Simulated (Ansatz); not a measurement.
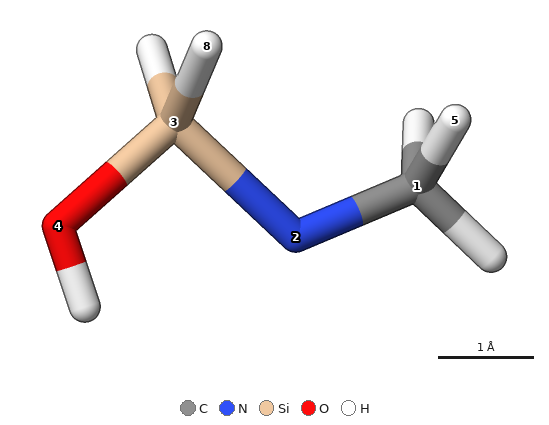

Fig. 1: The input geometry (stick view, seen at a tilt; atoms are numbered from 1 in the order of the input).

## Run report: CH$_{6}$NOSi, geometry relaxation

CH$_{6}$NOSi, multiplicity 2, SMILES C[N][SiH2]O, computed with UKS PBE-D4/def2-SVP (Ansatz 0.2.0).

The geometry: force-field start. Figures and captions count atoms from 1; the log counts them from 0 in places.

## Input
```yaml
crystal:
  periodic: [false, false, false]
  atoms:
    - {symbol: C, position_ang: [0.725100, 1.346800, -0.123200]}
    - {symbol: N, position_ang: [0.751100, -0.063800, -0.152700]}
    - {symbol: Si, position_ang: [-0.813800, -0.844300, 0.132200]}
    - {symbol: O, position_ang: [-0.258800, -2.427300, 0.053500]}
    - {symbol: H, position_ang: [0.356900, 1.793800, 0.813700]}
    - {symbol: H, position_ang: [0.016000, 1.818800, -0.910700]}
    - {symbol: H, position_ang: [1.692300, 1.829000, -0.323000]}
    - {symbol: H, position_ang: [-1.251000, -0.518300, 1.495200]}
    - {symbol: H, position_ang: [-1.756700, -0.515700, -0.877400]}
    - {symbol: H, position_ang: [0.621900, -2.470100, -0.104700]}
basis:
  gaussian: {orbitals: def2-SVP}
magnetization: {spin_polarized: true, initial_magnetization: 1}
hamiltonian: {xc: pbe, dispersion: d4}
relax: {f_tol: 0.03, max_steps: 200}
```

Machine: 4 threads of Arm Neoverse V2, 23 GiB of memory available, shared host.

Launched with:
```bash
ansatz run in.yaml --threads 4 --pin off --events-out ev --progress --plain --max-ram 10444MiB
```

## Log
```
Functional definition: PBE
  name "PBE"
  cite "Perdew, Burke & Ernzerhof, Phys. Rev. Lett. 77, 3865 (1996) doi:10.1103/PhysRevLett.77.3865"
  parent pbe
  parameter kappa = 0.804
  parameter beta = 0.06672455060314922
  exchange = pbe_x(kappa = kappa, mu = beta*pi^2/3)
  correlation = pbe_c(beta = beta)
1017 factors; their error is unknown
mean field evaluation 1: about -12522.3687 eV, gradient 5.0e1 eV
mean field evaluation 2: about -12488.1410 eV, gradient 1.0e2 eV
mean field evaluation 4: about -12532.4849 eV, gradient 7.6e0 eV
mean field evaluation 8: about -12532.7427 eV, gradient 1.9e-1 eV
mean field evaluation 16: about -12532.6807 eV, gradient 1.2e-4 eV
mean field -12532.68074220 eV, -460.5675223199 hartree, gradient 2.1e-5 eV, S^2 0.752835; 1 other end points of the search recorded, 0 dependent functions left out
the calculation of the forces begins
reference -12532.68077472 eV, -460.5675235149 hartree; 21, 20 occupied and 69, 70 virtual orbitals, 1017 factors
relax step   1: F+E_penalty+E_count = -12532.85274718 eV  Δ(F+E_penalty+E_count) = +0.000e0 eV  max|allowed force component| = 5.724e0 eV/Å  Δτ_max = 0.0000 Å  (44 SCF iters, accepted)
these checks for a lower state are left out or cut short: starts, cluster_reference, orbital_swaps, neighbouring_geometries, increment
1017 factors; their error is unknown
mean field -12533.11455805 eV, -460.5834647581 hartree, gradient 2.1e-5 eV, S^2 0.752881; 0 other end points of the search recorded, 0 dependent functions left out
the calculation of the forces begins
reference -12533.11459127 eV, -460.5834659789 hartree; 21, 20 occupied and 69, 70 virtual orbitals, 1017 factors
relax step   2: F+E_penalty+E_count = -12533.28368784 eV  Δ(F+E_penalty+E_count) = -4.309e-1 eV  max|allowed force component| = 1.056e0 eV/Å  Δτ_max = 0.1330 Å  (32 SCF iters, accepted)
these checks for a lower state are left out or cut short: starts, cluster_reference, orbital_swaps, neighbouring_geometries, increment
1017 factors; their error is unknown
mean field evaluation 32: about -12533.2140 eV, gradient 2.0e-2 eV
mean field -12533.15207265 eV, -460.5848433944 hartree, gradient 7.7e-6 eV, S^2 0.752880; 0 other end points of the search recorded, 0 dependent functions left out
the calculation of the forces begins
reference -12533.15210626 eV, -460.5848446294 hartree; 21, 20 occupied and 69, 70 virtual orbitals, 1017 factors
relax step   3: F+E_penalty+E_count = -12533.32064173 eV  Δ(F+E_penalty+E_count) = -3.695e-2 eV  max|allowed force component| = 3.588e-1 eV/Å  Δτ_max = 0.0309 Å  (34 SCF iters, accepted)
these checks for a lower state are left out or cut short: starts, cluster_reference, orbital_swaps, neighbouring_geometries, increment
1017 factors; their error is unknown
mean field -12533.15240747 eV, -460.5848556988 hartree, gradient 2.1e-5 eV, S^2 0.752875; 0 other end points of the search recorded, 0 dependent functions left out
the calculation of the forces begins
reference -12533.15244132 eV, -460.5848569427 hartree; 21, 20 occupied and 69, 70 virtual orbitals, 1017 factors
relax step   4: F+E_penalty+E_count = -12533.32087324 eV  Δ(F+E_penalty+E_count) = -2.315e-4 eV  max|allowed force component| = 2.773e-1 eV/Å  Δτ_max = 0.0645 Å  (32 SCF iters, accepted)
these checks for a lower state are left out or cut short: starts, cluster_reference, orbital_swaps, neighbouring_geometries, increment
1017 factors; their error is unknown
mean field -12533.15829755 eV, -460.5850721550 hartree, gradient 9.7e-6 eV, S^2 0.752866; 0 other end points of the search recorded, 0 dependent functions left out
the calculation of the forces begins
reference -12533.15833146 eV, -460.5850734014 hartree; 21, 20 occupied and 69, 70 virtual orbitals, 1017 factors
relax step   5: F+E_penalty+E_count = -12533.32681192 eV  Δ(F+E_penalty+E_count) = -5.939e-3 eV  max|allowed force component| = 1.166e-1 eV/Å  Δτ_max = 0.0255 Å  (35 SCF iters, accepted)
these checks for a lower state are left out or cut short: starts, cluster_reference, orbital_swaps, neighbouring_geometries, increment
1017 factors; their error is unknown
mean field -12533.15905867 eV, -460.5851001258 hartree, gradient 1.3e-5 eV, S^2 0.752875; 0 other end points of the search recorded, 0 dependent functions left out
the calculation of the forces begins
reference -12533.15909262 eV, -460.5851013735 hartree; 21, 20 occupied and 69, 70 virtual orbitals, 1017 factors
relax step   6: F+E_penalty+E_count = -12533.32739407 eV  Δ(F+E_penalty+E_count) = -5.822e-4 eV  max|allowed force component| = 4.493e-2 eV/Å  Δτ_max = 0.0097 Å  (33 SCF iters, accepted)
these checks for a lower state are left out or cut short: starts, cluster_reference, orbital_swaps, neighbouring_geometries, increment
1017 factors; their error is unknown
mean field evaluation 64: about -12533.1595 eV, gradient 1.8e-5 eV
mean field -12533.15947845 eV, -460.5851155526 hartree, gradient 1.8e-5 eV, S^2 0.752879; 0 other end points of the search recorded, 0 dependent functions left out
the calculation of the forces begins
reference -12533.15951245 eV, -460.5851168018 hartree; 21, 20 occupied and 69, 70 virtual orbitals, 1017 factors
relax step   7: F+E_penalty+E_count = -12533.32768056 eV  Δ(F+E_penalty+E_count) = -2.865e-4 eV  max|allowed force component| = 1.819e-2 eV/Å  Δτ_max = 0.0123 Å  (34 SCF iters, accepted)
1017 factors; their error is unknown
mean field evaluation 96: about -12533.0046 eV, gradient 5.5e0 eV
```

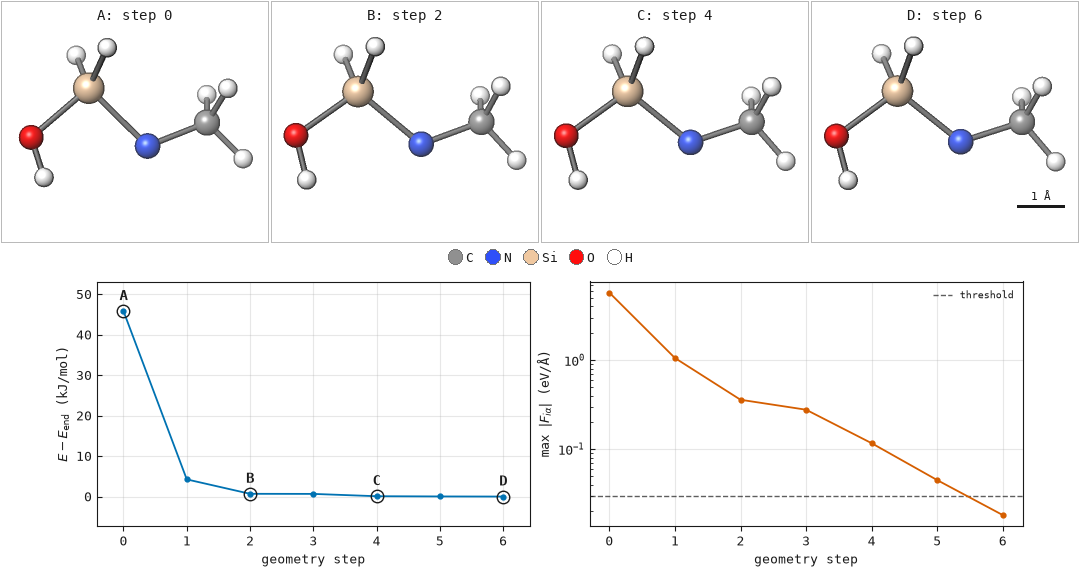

Fig. 2: Frames of the relaxation (ball-and-stick view, seen at a tilt) above the curves, on which the letters mark them (the first geometry is step 0 here and step 1 in the log).

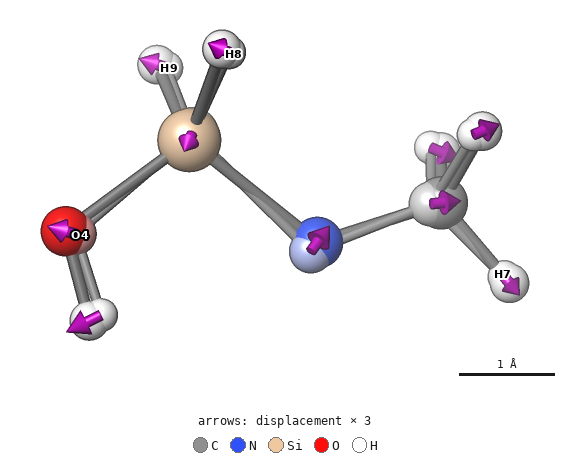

Fig. 3: Start (faint) and end (solid) with the displacements as pink arrows, magnified 3 times (ball-and-stick view, seen at a tilt). The two geometries are laid on each other by the best rigid fit. The energy falls by 45.8 kJ/mol in 6 geometry steps. The largest force component goes from 5.7 to 0.018 eV/Å. The atom that moves furthest after the best rigid fit is H10 (0.14 Å). Largest moves by element: H 0.14 Å, N 0.13 Å, C 0.12 Å, O 0.11 Å, Si 0.09 Å. Among the contacts that change: Si3–H9 1.420 → 1.511 Å, O4–H10 0.896 → 0.975 Å, Si3–H8 1.468 → 1.510 Å, C1–H6 1.160 → 1.122 Å. Among the angles that change: N2–Si3–O4 96.7° → 107.1°, C1–N2–Si3 114.9° → 124.9°, H8–Si3–H9 114.3° → 108.9°. (Atoms are counted from 1 in the order of the input.)

```
mean field -12533.15947845 eV, -460.5851155526 hartree, gradient 2.1e-5 eV, S^2 0.752879; 4 other end points of the search recorded, 0 dependent functions left out
the calculation of the forces begins
reference -12533.15951245 eV, -460.5851168018 hartree; 21, 20 occupied and 69, 70 virtual orbitals, 1017 factors
Total energy: -12533.32771455 eV, -460.5912981152 hartree
Atom 0 at     0.748178     1.460006    -0.144707 Å, force    -0.001316    -0.017403     0.004988 eV/Å
Atom 1 at     0.684209     0.042648    -0.167685 Å, force    -0.017689    -0.000868    -0.000621 eV/Å
Atom 2 at    -0.759041    -0.904391     0.159210 Å, force     0.018187    -0.003547    -0.005174 eV/Å
Atom 3 at    -0.317998    -2.518407     0.072083 Å, force    -0.001564     0.016773     0.007911 eV/Å
Atom 4 at     0.351941     1.902341     0.806099 Å, force    -0.001721     0.006391     0.001177 eV/Å
Atom 5 at     0.093032     1.908689    -0.937568 Å, force     0.001336     0.000430    -0.001345 eV/Å
Atom 6 at     1.778067     1.849515    -0.306758 Å, force     0.001515     0.002845    -0.001163 eV/Å
Atom 7 at    -1.303202    -0.588348     1.532318 Å, force    -0.001071    -0.001717    -0.003014 eV/Å
Atom 8 at    -1.821931    -0.598639    -0.869653 Å, force     0.001184     0.003120     0.002090 eV/Å
Atom 9 at     0.629746    -2.604515    -0.140439 Å, force     0.001138    -0.006023    -0.004849 eV/Å
Dipole moment:     0.125522     0.384189    -0.029233 e Å
```

## Trajectory as extended XYZ (Å, eV, eV/Å), 7 frames, from step=1 to step=7
```
10
Properties=species:S:1:pos:R:3:forces:R:3 step=1 energy=-12532.85275
C     0.7251    1.3468   -0.1232   -0.2281   0.9030  -1.2773
N     0.7511   -0.0638   -0.1527   -0.3359   0.6042   0.0004
Si   -0.8138   -0.8443    0.1322    2.3816  -1.3871   0.6572
O    -0.2588   -2.4273    0.0535   -5.7235  -0.1850   0.9221
H     0.3569    1.7938    0.8137   -0.3157   0.0551   0.6271
H     0.0160    1.8188   -0.9107    0.3987  -0.5121   0.5837
H     1.6923    1.8290   -0.3230    0.5710   0.0474  -0.0509
H    -1.2510   -0.5183    1.4952   -0.4646   0.2026   0.5674
H    -1.7567   -0.5157   -0.8774   -1.2333   0.3543  -1.1256
H     0.6219   -2.4701   -0.1047    4.9498  -0.0825  -0.9042
10
Properties=species:S:1:pos:R:3:forces:R:3 step=2 energy=-12533.28369
C     0.7424    1.4225   -0.1418   -0.1605   0.4205  -0.4048
N     0.7540    0.0047   -0.1674   -0.4547  -0.0407   0.0761
Si   -0.7611   -0.8859    0.1455    1.0559  -0.3419   0.1776
O    -0.3218   -2.5074    0.0634   -0.9869   0.2019   0.1590
H     0.3416    1.8492    0.8092   -0.0709  -0.0169   0.1759
H     0.0436    1.8693   -0.9205    0.2201  -0.2326   0.2328
H     1.7372    1.8876   -0.3123    0.1155  -0.0814  -0.0242
H    -1.2834   -0.5424    1.5060   -0.0791   0.0333   0.1849
H    -1.7850   -0.5466   -0.8600   -0.4007   0.0935  -0.4259
H     0.6155   -2.6021   -0.1193    0.7613  -0.0357  -0.1514
10
Properties=species:S:1:pos:R:3:forces:R:3 step=3 energy=-12533.32064
C     0.7417    1.4494   -0.1450    0.0462   0.1192  -0.0100
N     0.7388    0.0294   -0.1637   -0.3588  -0.1735   0.0664
Si   -0.7459   -0.8961    0.1539    0.3550   0.0233  -0.0522
O    -0.3361   -2.5214    0.0677   -0.1073   0.1174   0.0236
H     0.3373    1.8744    0.8119    0.0172  -0.0147  -0.0097
H     0.0597    1.8809   -0.9263    0.0164  -0.0330   0.0073
H     1.7532    1.8849   -0.3127   -0.0193  -0.0229   0.0073
H    -1.2811   -0.5567    1.5246   -0.0011  -0.0126  -0.0047
H    -1.7956   -0.5653   -0.8775   -0.0152   0.0007  -0.0148
H     0.6109   -2.6308   -0.1301    0.0668  -0.0040  -0.0130
10
Properties=species:S:1:pos:R:3:forces:R:3 step=4 energy=-12533.32087
C     0.7434    1.4487   -0.1442   -0.0715   0.1615   0.0281
N     0.6808    0.0375   -0.1909    0.0838  -0.2169  -0.0135
Si   -0.7555   -0.9135    0.1494   -0.0295   0.2773   0.0297
O    -0.3258   -2.5274    0.0734   -0.1019   0.0110   0.0198
H     0.3575    1.8706    0.8210   -0.0374   0.0233  -0.0308
H     0.0784    1.9057   -0.9263    0.0077   0.0154   0.0488
H     1.7651    1.8586   -0.3058    0.0493  -0.0576  -0.0317
H    -1.2798   -0.5609    1.5191   -0.0408  -0.0444   0.0384
H    -1.8072   -0.5858   -0.8778   -0.0711  -0.0496  -0.0373
H     0.6260   -2.5845   -0.1150    0.2115  -0.1200  -0.0515
10
Properties=species:S:1:pos:R:3:forces:R:3 step=5 energy=-12533.32681
C     0.7442    1.4537   -0.1442    0.0353   0.0125   0.0172
N     0.6971    0.0350   -0.1733    0.0087   0.0512  -0.0010
Si   -0.7512   -0.9009    0.1543   -0.0669  -0.0207   0.0075
O    -0.3264   -2.5189    0.0708    0.1166   0.0049  -0.0178
H     0.3485    1.8866    0.8122    0.0087  -0.0097  -0.0142
H     0.0785    1.9007   -0.9288   -0.0001  -0.0023  -0.0101
H     1.7688    1.8574   -0.3092   -0.0155  -0.0078   0.0007
H    -1.2908   -0.5714    1.5266   -0.0019  -0.0056  -0.0053
H    -1.8119   -0.5881   -0.8753    0.0033   0.0001   0.0082
H     0.6261   -2.6050   -0.1302   -0.0882  -0.0227   0.0149
10
Properties=species:S:1:pos:R:3:forces:R:3 step=6 energy=-12533.32739
C     0.7462    1.4574   -0.1444    0.0115  -0.0163   0.0051
N     0.6931    0.0388   -0.1699   -0.0305   0.0113   0.0044
Si   -0.7547   -0.9031    0.1561   -0.0008   0.0039  -0.0025
O    -0.3226   -2.5198    0.0709    0.0449   0.0249  -0.0042
H     0.3507    1.8939    0.8098    0.0028   0.0003  -0.0041
H     0.0843    1.9042   -0.9325    0.0001  -0.0006  -0.0042
H     1.7726    1.8552   -0.3090   -0.0016   0.0005   0.0010
H    -1.2971   -0.5785    1.5282    0.0014  -0.0076  -0.0031
H    -1.8171   -0.5922   -0.8722    0.0073  -0.0028   0.0037
H     0.6275   -2.6071   -0.1342   -0.0351  -0.0134   0.0038
10
Properties=species:S:1:pos:R:3:forces:R:3 step=7 energy=-12533.32768
C     0.7482    1.4600   -0.1447   -0.0013  -0.0174   0.0050
N     0.6842    0.0426   -0.1677   -0.0177  -0.0009  -0.0006
Si   -0.7590   -0.9044    0.1592    0.0182  -0.0035  -0.0052
O    -0.3180   -2.5184    0.0721   -0.0016   0.0168   0.0079
H     0.3519    1.9023    0.8061   -0.0017   0.0064   0.0012
H     0.0930    1.9087   -0.9376    0.0013   0.0004  -0.0013
H     1.7781    1.8495   -0.3068    0.0015   0.0028  -0.0012
H    -1.3032   -0.5883    1.5323   -0.0011  -0.0017  -0.0030
H    -1.8219   -0.5986   -0.8697    0.0012   0.0031   0.0021
H     0.6297   -2.6045   -0.1404    0.0011  -0.0060  -0.0048
```

## Key numbers

| quantity | value |
| --- | --- |
| outcome | converged |
| total energy | −12533.3277 eV |
| mean-field energy | −12533.1595 eV |
| dispersion energy | −0.1682 eV |
| ⟨S²⟩ | 0.753 |
| SCF solution under orbital rotations | stable |
| largest force (length of the vector) at the end | 0.019 eV/Å |
| dipole moment | 1.95 D |
| wall time | 9.5 s (CPU time 34 s) |
| peak memory | 0.19 GiB |
